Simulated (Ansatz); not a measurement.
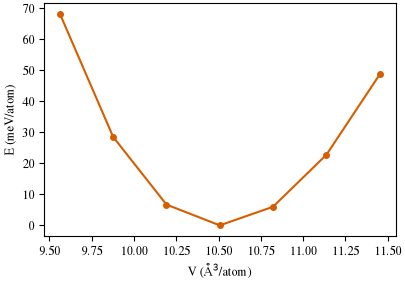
Figure: GaNi3C (anti-perovskite, space group No. 221) under volume change, plane-wave PAW r²SCAN (Ansatz code), scaled uniformly.

Task: What does a third-order Birch–Murnaghan fit give for V₀, B₀ and B′?

Result: V₀ = 10.51 Å³/atom, B₀ = 215 GPa, B′ = 4.6.

Space group Pm-3m (anti-perovskite). A made-up cell: these elements were put on the sites of a structure type; the Crystallography Open Database copy checked does not list it. Whether it is the stable phase at ambient conditions was not checked. Symmetry was held in the r²SCAN relaxation; its stability against distortions is not shown here. The workflow began spin-polarised and lost its moments.

Potentials: the later of the program's two PAW sets.
